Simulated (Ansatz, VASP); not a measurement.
# BaAg2As2 in two plane-wave programs

Wanted: the spread between two codes on one cell, functional and k mesh.

Calculated with Ansatz 0.2.0; plane waves, with VASP 6.6.1 beside it; single point at PBE.

### 1. Set-up

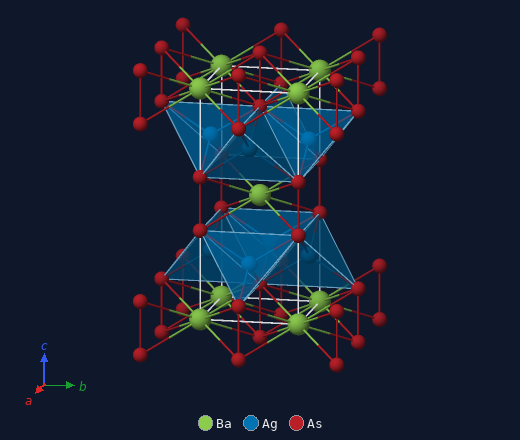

Start, viewed slightly off an axis; barium green, silver blue, arsenic red. This picture shows the conventional cell, with its axes. Some periodic images of atoms are drawn too.

As a file:

```
Ba Ag As
1.0
    -2.30125    2.30125    5.43360
     2.30125   -2.30125    5.43360
     2.30125    2.30125   -5.43360
Ba Ag As
1 2 2
Direct
  0.00000 0.00000 0.00000
  0.25000 0.75000 0.50000
  0.75000 0.25000 0.50000
  0.61580 0.61580 0.00000
  0.38420 0.38420 0.00000
```

### 2. VASP: single point, PBE

A single point gives forces, pressure and levels at one fixed geometry, so differences don't come from the geometry; what else differs is listed under the comparison.

Lines of VASP's logs that name or quote its potential files are left out, and so is its time.

The input, INCAR:

```
SYSTEM = BaAg2As2
PREC = Accurate
ENCUT = 400
EDIFF = 1E-06
NELM = 100
ISMEAR = -1
SIGMA = 0.05
LREAL = .FALSE.
ALGO = Normal
GGA = PE
NBANDS = 27
LORBIT = 11
LWAVE = .FALSE.
LCHARG = .TRUE.
ISIF = 2
LELF = .TRUE.
LVHAR = .TRUE.
```

The input, POSCAR:

```
BaAg2As2
1.0
   -2.3012500000      2.3012500000      5.4336000000
    2.3012500000     -2.3012500000      5.4336000000
    2.3012500000      2.3012500000     -5.4336000000
Ba Ag As
1 2 2
Direct
    0.0000000000      0.0000000000      0.0000000000
    0.2500000000      0.7500000000      0.5000000000
    0.7500000000      0.2500000000      0.5000000000
    0.6158000000      0.6158000000      0.0000000000
    0.3842000000      0.3842000000      0.0000000000
```

The input, KPOINTS:

```
Automatic mesh
0
Gamma
8 8 8
0 0 0
```

PAW data sets: Ba_sv, Ag and As (PBE family, release 64).

On the command line:

```
$ mpirun -np 2 vasp_std
```

Numbers of over 12 decimals in the logs are rounded to 6 here.

Log:

```text
[banner, memory and clock lines left out]
running    2 mpi-ranks, on    1 nodes
 distrk:  each k-point on    2 cores,    1 groups
 distr:  one band on    1 cores,    2 groups

 POSCAR found type information on POSCAR BaAgAs
 POSCAR found :  3 types and       5 ions
 LDA part: xc-table for (Slater+PW92), standard interpolation
|                                                                             |
|           W    W    AA    RRRRR   N    N  II  N    N   GGGG   !!!           |
|           W    W   A  A   R    R  NN   N  II  NN   N  G    G  !!!           |
|           W    W  A    A  R    R  N N  N  II  N N  N  G       !!!           |
|           W WW W  AAAAAA  RRRRR   N  N N  II  N  N N  G  GGG   !            |
|           WW  WW  A    A  R   R   N   NN  II  N   NN  G    G                |
|           W    W  A    A  R    R  N    N  II  N    N   GGGG   !!!           |
|                                                                             |
|     The number of bands has been changed from the values supplied in        |
|     The orbitals not found in the WAVECAR file will be initialized with     |
|     random numbers, which is usually adequate. For correlated               |
|     calculations, however, you should redo the groundstate calculation.     |
|     I found NBANDS = 27. Now, NBANDS = 28.                                  |
|                                                                             |

 POSCAR, INCAR and KPOINTS ok, starting setup
 FFT: planning ... GRIDC
 FFT: planning ... GRID_SOFT
 FFT: planning ... GRID
 WAVECAR not read
 entering main loop
       N       E                     dE             d eps       ncg     rms          rms(c)
DAV:   1     0.211054381269E+03    0.21105E+03   -0.16771E+04  3304   0.111E+03
DAV:   2    -0.897309131451E+01   -0.22003E+03   -0.21313E+03  3724   0.245E+02
DAV:   3    -0.201922518112E+02   -0.11219E+02   -0.11086E+02  4252   0.527E+01
DAV:   4    -0.203874583503E+02   -0.19521E+00   -0.19489E+00  4484   0.645E+00
DAV:   5    -0.203905160314E+02   -0.30577E-02   -0.30573E-02  4216   0.677E-01    0.910E+00
DAV:   6    -0.191048475948E+02    0.12857E+01   -0.79050E+00  3816   0.242E+01    0.767E+00
DAV:   7    -0.190851436443E+02    0.19704E-01   -0.84682E-01  3612   0.599E+00    0.401E+00
DAV:   8    -0.190676723267E+02    0.17471E-01   -0.93878E-02  3780   0.240E+00    0.681E-01
DAV:   9    -0.190641476230E+02    0.35247E-02   -0.21432E-02  3792   0.131E+00    0.118E-01
DAV:  10    -0.190643997742E+02   -0.25215E-03   -0.28731E-03  3872   0.297E-01    0.662E-02
DAV:  11    -0.190644379172E+02   -0.38143E-04   -0.41266E-04  3696   0.158E-01    0.208E-02
DAV:  12    -0.190644456227E+02   -0.77055E-05   -0.44904E-05  3840   0.613E-02    0.582E-03
DAV:  13    -0.190644461325E+02   -0.50973E-06   -0.43918E-06  4016   0.110E-02
   1 F= -.19064446E+02 E0= -.19057394E+02  d E =-.141035E-01
```

OUTCAR, selected parts (step 2):

```text
ion  position               nearest neighbor table
   1  0.000  0.000  0.000-   4 3.49   4 3.49   4 3.49   5 3.49   4 3.49   5 3.49   5 3.49   5 3.49
                             2 3.56   3 3.56   3 3.56   2 3.56   3 3.56   2 3.56   2 3.56   3 3.56
   2  0.250  0.750  0.500-   5 2.72   4 2.72   5 2.72   4 2.72   3 3.25   3 3.25   3 3.25   3 3.25
                             1 3.56   1 3.56   1 3.56   1 3.56
   3  0.750  0.250  0.500-   5 2.72   4 2.72   5 2.72   4 2.72   2 3.25   2 3.25   2 3.25   2 3.25
                             1 3.56   1 3.56   1 3.56   1 3.56
   4  0.616  0.616  0.000-   5 2.52   3 2.72   2 2.72   2 2.72   3 2.72   1 3.49   1 3.49   1 3.49
                             1 3.49
   5  0.384  0.384  0.000-   4 2.52   2 2.72   3 2.72   3 2.72   2 2.72   1 3.49   1 3.49   1 3.49
                             1 3.49

  LATTYP: Found a body centered tetragonal cell.
 ALAT       =     4.6025000000
 C/A-ratio  =     2.3611515481

 Subroutine GETGRP returns: Found 16 space group operations
 (whereof 16 operations were pure point group operations)

The static configuration has the point symmetry D_4h.

 Found     59 irreducible k-points:

   k-points           NKPTS =     59   k-points in BZ     NKDIM =     59   number of bands    NBANDS=     28

   dimension x,y,z NGX =    42 NGY =   42 NGZ =   42
   dimension x,y,z NGXF=    84 NGYF=   84 NGZF=   84

   ENCUT  =  400.0 eV  29.40 Ry    5.42 a.u.  10.33 10.33 10.33*2*pi/ulx,y,z

   NELECT =      42.0000    total number of electrons

 k-points in reciprocal lattice and weights: Automatic mesh
   0.00000000  0.00000000  0.00000000       0.002
   0.12500000  0.00000000  0.00000000       0.016
   0.25000000  0.00000000  0.00000000       0.016
   0.37500000  0.00000000  0.00000000       0.016
   0.50000000  0.00000000  0.00000000       0.008
   0.12500000  0.12500000  0.00000000       0.016
   0.25000000  0.12500000 -0.00000000       0.031
   0.37500000  0.12500000  0.00000000       0.031
   0.50000000  0.12500000  0.00000000       0.031
[...]
-0.37500000 -0.37500000  0.37500000       0.004
   0.50000000  0.50000000  0.50000000       0.002

 average (electrostatic) potential at core
       1 -34.3340       2 -73.7751       3 -73.7751       4 -49.1186       5 -49.1186

 E-fermi :   5.9063

 k-point     1 :       0.0000    0.0000    0.0000
  band No.  band energies     occupation
    ...
     18       3.6941      2.00000
     19       3.6941      2.00000
     20       4.9092      2.00000
     21       4.9092      2.00000
     22       5.8692      1.35467
     23       7.0986      0.00000
     24       7.8485      0.00000
     25       8.7954      0.00000
     26       9.0706      0.00000
     27       9.3514      0.00000
    ...

 k-point     2 :       0.1250    0.0000    0.0000
  band No.  band energies     occupation
    ...
     17       1.8036      2.00000
     18       3.3758      2.00000
     19       3.8569      2.00000
     20       4.4630      2.00000
     21       4.8163      2.00000
     22       6.3082      0.00065
     23       7.4282      0.00000
     24       8.2646      0.00000
     25       8.7069      0.00000
     26       9.3787      0.00000
    ...

 k-point     3 :       0.2500    0.0000    0.0000
  band No.  band energies     occupation
    ...
     17       1.8201      2.00000
     18       2.6650      2.00000
     19       3.9746      2.00000
     20       4.1433      2.00000
     21       4.9323      2.00000
     22       6.9090      0.00000
     23       7.5658      0.00000
     24       7.9656      0.00000
     25       9.2663      0.00000
     26       9.7556      0.00000
    ...

  Total        1.5350636      1.5350636      3.2106456      0.0000000      0.0000000      0.0000000
  in kB       21.3678935     21.3678935     44.6917842      0.0000000      0.0000000      0.0000000
  external PRESSURE =      29.1425237 kB  Pullay stress =       0.0000000 kB

  energy-cutoff  :      400.00
  volume of cell :      115.10
      direct lattice vectors                 reciprocal lattice vectors
    -2.301250000  2.301250000  5.433600000     0.000000000  0.217273221  0.092020024
     2.301250000 -2.301250000  5.433600000     0.217273221  0.000000000  0.092020024
     2.301250000  2.301250000 -5.433600000     0.217273221  0.217273221  0.000000000

 POSITION                                       TOTAL-FORCE (eV/Angst)
 -----------------------------------------------------------------------------------
      0.00000      0.00000      0.00000         0.000000      0.000000      0.000000
      2.30125     -0.00000      2.71680         0.000000      0.000000      0.000000
     -0.00000      2.30125      2.71680         0.000000      0.000000      0.000000
      0.00000      0.00000      6.69202        -0.000000     -0.000000      0.269659
      0.00000      0.00000      4.17518        -0.000000     -0.000000     -0.269659
 -----------------------------------------------------------------------------------
    total drift:                               -0.000000     -0.000000      0.000000

  FREE ENERGIE OF THE ION-ELECTRON SYSTEM (eV)
  ---------------------------------------------------
  free  energy   TOTEN  =       -19.0644461325 eV

  energy  without entropy=      -19.0503426641  energy(sigma->0) =      -19.05739440

 total charge
# of ion       s       p       d       tot
------------------------------------------
    1        2.006   5.598   0.345   7.949
    2        0.403   0.303   9.173   9.878
    3        0.403   0.303   9.173   9.878
    4        1.239   1.462   0.039   2.740
    5        1.239   1.462   0.039   2.740
--------------------------------------------------
tot          5.290   9.128  18.768  33.185

[... 3 further parts left out ...]
```

The run ends at a pressure of 2.91 GPa, with forces up to 0.27 eV/Å.

### 3. Ansatz: single point, PBE

Ansatz runs on its default PAW (the set named soft_2) files.

The same cell, functional, mesh and smearing now go to Ansatz, which takes its cutoff from its data sets.

The input, input.yaml:

```yaml
crystal:
  lattice:
    - [-2.30125, 2.30125, 5.4336]
    - [2.30125, -2.30125, 5.4336]
    - [2.30125, 2.30125, -5.4336]
  atoms:
    - { symbol: Ba, position: [0.0, 0.0, 0.0] }
    - { symbol: Ag, position: [0.25, 0.75, 0.5] }
    - { symbol: Ag, position: [0.75, 0.25, 0.5] }
    - { symbol: As, position: [0.6158, 0.6158, 0.0] }
    - { symbol: As, position: [0.3842, 0.3842, 0.0] }
hamiltonian:
  xc: pbe
  pseudopotentials: { kind: paw }
kpoints:
  mp_grid: { grid: [8, 8, 8] }
scf:
  occupations: { method: fermi_dirac, width: 0.05 }
  n_extra_bands: 5
output:
  forces: true
  stress: true
  eigenvalues: true
```

On the command line:

```
$ ansatz run input.yaml --threads 2 --pin off --max-ram 4608MiB --backend cpu --events-out ev --progress --plain --runs-dir out
```

Log:

```text
scf.n_extra_bands = 5 over 39 filled bands (N_el = 78.0): the run solves 44 bands
Engine: ansatz 0.2.0, aarch64-unknown-linux-gnu
Pseudopotentials: kind: paw
Pseudopotential: Ba, paw, valence charge 10, recommended cutoff 420 eV (normal), Ba.paw.azcp
Pseudopotential: Ag, paw, valence charge 19, recommended cutoff 420 eV (normal), Ag.paw.azcp
Pseudopotential: As, paw, valence charge 15, recommended cutoff 420 eV (normal), As.paw.azcp
Functional definition: PBE
  parameter kappa = 0.804
  parameter beta = 0.066725
  exchange = pbe_x(kappa = kappa, mu = beta*pi^2/3)
  correlation = pbe_c(beta = beta)
Crystal: 5 atoms, lattice volume = 115.100 Å³
Basis set: ecut = 420 eV, 2259 PW (Γ), exchange–correlation on 90×90×90 points (8 copies of the dense FFT grid, shifted against one another)
Bands: 44, of which v1, the nominal top of the filled ones, is band 39 counted from 1 (38 counted from 0)
Symmetry: 16 space group operations
Space group: I4/mmm (ITA 139), of the structure as read, at distance tolerance 4.9e-5 Å
k-points: 59 of 512
Non-local potential: Ba, projectors of the file, l = 0: 3, l = 1: 2, l = 2: 2, l = 3: 2
Non-local potential: Ag, projectors of the file, l = 0: 3, l = 1: 2, l = 2: 2, l = 3: 1
Non-local potential: As, projectors of the file, l = 0: 2, l = 1: 2, l = 2: 3, l = 3: 1
PAW form: soft (Blöchl's): semilocal exchange-correlation on the pseudo side does not see the compensation charge
PAW one-centre angular grid: Ba, 194 points (default); XC on 64 Gauss nodes
PAW one-centre angular grid: Ag, 590 points (default); XC on 64 Gauss nodes
PAW one-centre angular grid: As, 590 points (default); XC on 64 Gauss nodes
Initial density: superposition of atomic densities (neutral atoms: chi_scale 0, normalization atom), corrected by the library's trained network
Initial wavefunctions: pseudopotential atomic-orbital guess
Functional: x = pbe(κ = 0.804, μ = 0.219515), c = pbe(β = 0.066725)
SCF iter   1: F=—  HF=-30845.378448 eV  |F-HF|=—  |Δ(HF+E_count)|=         —  Δρ=2.08e-3  dr2=8.91e-3  ethr=1.77e-3  ⟨swp⟩=7.4  Hψ=10012  notcnv=0
preconditioner: auto → Kerker (q_TF=auto, 2.557 Å⁻¹)  [metal: Δε(μ)=0.027 eV  Ē_g=8.648 eV  σ=0.050 eV  W_gap=0.13  n_scr=32 (ndim 8)  ℏωp=21.9 eV  f_vac=0.003  D(μ)=1.66/eV (n_scr^D=10)]
SCF iter   2: F=—  HF=-30845.377400 eV  |F-HF|=—  |Δ(HF+E_count)|=   1.05e-3  Δρ=9.55e-4  dr2=1.58e-3  ethr=1.14e-5  ⟨swp⟩=2.5  Hψ=5263  notcnv=0
SCF iter   3: F=—  HF=-30845.377315 eV  |F-HF|=—  |Δ(HF+E_count)|=   8.51e-5  Δρ=4.47e-4  dr2=5.29e-4  ethr=2.03e-6  ⟨swp⟩=2.0  Hψ=2927  notcnv=0
SCF iter   4: F=—  HF=-30845.377253 eV  |F-HF|=—  |Δ(HF+E_count)|=   6.27e-5  Δρ=1.43e-4  dr2=4.24e-5  ethr=6.79e-7  ⟨swp⟩=2.0  Hψ=4585  notcnv=0
SCF iter   5: F=—  HF=-30845.377268 eV  |F-HF|=—  |Δ(HF+E_count)|=   1.49e-5  Δρ=5.04e-5  dr2=4.49e-6  ethr=5.44e-8  ⟨swp⟩=2.0  Hψ=4600  notcnv=0
SCF iter   6: F=—  HF=-30845.377267 eV  |F-HF|=—  |Δ(HF+E_count)|=   9.59e-7  Δρ=2.18e-5  dr2=5.33e-7  ethr=5.76e-9  ⟨swp⟩=2.0  Hψ=4711  notcnv=0
SCF iter   7: F=—  HF=-30845.377267 eV  |F-HF|=—  |Δ(HF+E_count)|=   4.70e-8  Δρ=6.95e-6  dr2=1.44e-7  ethr=1.28e-10  ⟨swp⟩=7.3  Hψ=11825  notcnv=0
SCF iter   8: F=-30845.377267 eV  HF=-30845.377267 eV  |F-HF|=1.40e-8  |Δ(HF+E_count)|=   1.59e-8  Δρ=2.34e-6  dr2=1.96e-8  ethr=1.28e-10  ⟨swp⟩=4.0  Hψ=8100  notcnv=0
SCF 1 converged in 8 iterations: F = -30845.377267 eV  dr2 = 1.96e-8
  greatest PAW one-centre occupation: 1.000 electrons in one spin orbital (limit 2), on the Ag atom at site 2 (counted from 0), in its partial waves of l = 0
SCF converged after 8 iterations
Free energy (F): -30845.377267 eV
Harris-Foulkes:  -30845.377267 eV  (|F-HF|=1.40e-8)
Internal energy: -30845.363534 eV  (E = F + TS)
E sigma→0 (E₀):  -30845.370400 eV
Entropy (-TS):   -0.013733 eV (-2.747 meV/atom)
Fermi energy:    12.806825 eV
--- Per-component energies (eV) ---
  E_band       = -1067.824474
  E_kinetic    = 1431.697672
  E_local      = -10036.137921  (includes V_loc(G=0)·N_el)
  E_nonlocal   = -1123.392110
  E_hartree    = 4911.128954
  E_xc         = -697.905255
  E_vxc        = -766.256748  (∫ρ·V_xc dr)
  E_paw        = -16701.038637  (= ΣΔE_a)
  E_vpaw       = -395.984564  (= ΣTr[D̂ρ^β])
  E_aug_tail   = 0.000634  (compensation charges beyond the density's cutoff)
  E_ewald      = -8629.716871
  E_smearing   = -0.013733  (= −TS)
  E_closure    = -0.000000  (closes the sum)
  Σ components = -30845.377267   (vs F -30845.377267, Δ=0.00e0)
--- Forces (eV/Å), atoms counted from 1 ---
  atom   1  Ba     0.00000000     0.00000000     0.00000000
  atom   2  Ag     0.00000000    -0.00000000     0.00000000
  atom   3  Ag     0.00000000     0.00000000     0.00000000
  atom   4  As    -0.00000000     0.00000000     0.22671602
  atom   5  As     0.00000000     0.00000000    -0.22671602
  max |Σ_I F_I| component: 5.55e-17 eV/Å
--- Stress (GPa, compression-positive) ---
        1.864250      -0.000000       0.000000
       -0.000000       1.864250       0.000000
       -0.000000       0.000000       4.123646
  P = ⅓ Tr σ = 2.6174 GPa (26.174 kbar)
--- Band table (eV; the first three rows and the last of 59) ---
  k-point 0: bands = [... 35 lower, 10.6003, 10.6003, 11.7802, 11.7802, 12.8003, 14.0072, 14.6346, 15.7031, ... 1 higher]
  k-point 1: bands = [... 35 lower, 10.3281, 10.7750, 11.1731, 11.2913, 13.7092, 14.4569, 15.3516, 15.4925, ... 1 higher]
  k-point 2: bands = [... 35 lower, 10.0234, 10.6879, 10.7872, 10.9336, 14.5699, 14.8035, 15.3430, 15.3805, ... 1 higher]
  k-point 58: bands = [... 35 lower, 10.3163, 11.1036, 11.8966, 12.6755, 13.4767, 13.4767, 14.0429, 15.8449, ... 1 higher]
```

It took 7.7 s on 2 threads of Arm Neoverse V2, shared host; peak memory 0.57 GiB.

In the SCF lines HF is the Harris–Foulkes energy and dr2 the Hartree energy of the density residual, in eV; the loop may stop once dr2 is under the threshold and the program's other checks hold. Hψ counts applications of the Hamiltonian.

The run ends at a pressure of 2.62 GPa, with forces up to 0.23 eV/Å.

### 4. Comparison

Known differences besides the PAW data sets themselves: the data sets hold 78 valence electrons in Ansatz (default PAW (the set named soft_2) files) and 42 in VASP; the cutoff is 420 eV in Ansatz and 400 eV in VASP; VASP leaves aspherical gradient terms in its spheres out (LASPH is not set), Ansatz keeps them. Total energies have different zeros and are not compared.

Both answers:

| quantity | Ansatz | VASP | difference |
| --- | --- | --- | --- |
| pressure (GPa) | 2.62 | 2.91 | -0.30 |

Forces (eV/Å; atoms numbered as in POSCAR):

| atom | Ansatz x, y, z | VASP x, y, z |
| --- | --- | --- |
| Ba1 | 0.000, 0.000, 0.000 | 0.000, 0.000, 0.000 |
| Ag2 | 0.000, 0.000, 0.000 | 0.000, 0.000, 0.000 |
| Ag3 | 0.000, 0.000, 0.000 | 0.000, 0.000, 0.000 |
| As4 | 0.000, 0.000, 0.227 | 0.000, 0.000, 0.270 |
| As5 | 0.000, 0.000, -0.227 | 0.000, 0.000, -0.270 |

The forces differ by 16 meV/Å r.m.s., which is 15.9 % of the r.m.s. force of 0.10 eV/Å (both taken over all components).

### 5. Looking for the cause

The difference is large enough to ask for its cause, so further runs change the set-up of one program at a time, as the table lists.

| run | r.m.s. force difference (meV/Å) |
| --- | --- |
| as above | 16 |
| Ansatz's larger PAW set (cutoff 680 eV) | 17 |
| norm-conserving potentials (cutoff 1143 eV) | 15 |

### 6. What came out

| Item | Value |
| --- | --- |
| r.m.s. force difference (single point, PBE) | 16 meV/Å |

What this shows: The r.m.s. force difference is 16 meV/Å (single point, PBE), beyond the 12 meV/Å picked in this series as the mark of a large difference. For single point, PBE: no further run halves the r.m.s. force difference; only Ansatz's side was varied, and Ansatz's runs with other potentials lie closer to each other than to VASP, which for this quantity points to VASP's side; this was not tested here. How closely two codes agree says nothing of how well the functional describes the real material.

[Lines on the potential files, build, host, timing and source positions are cut from VASP's logs without a mark.]

[Logs are printed without paths, hosts, clocks, repeated set-up lines and the standing remarks that a program may print on its own settings, such as how far it seeks lower states.]

[Hosts, paths, dates, database ids (printed as entryN), source tags and the programs' standing remarks are cut or masked in the printed files.]
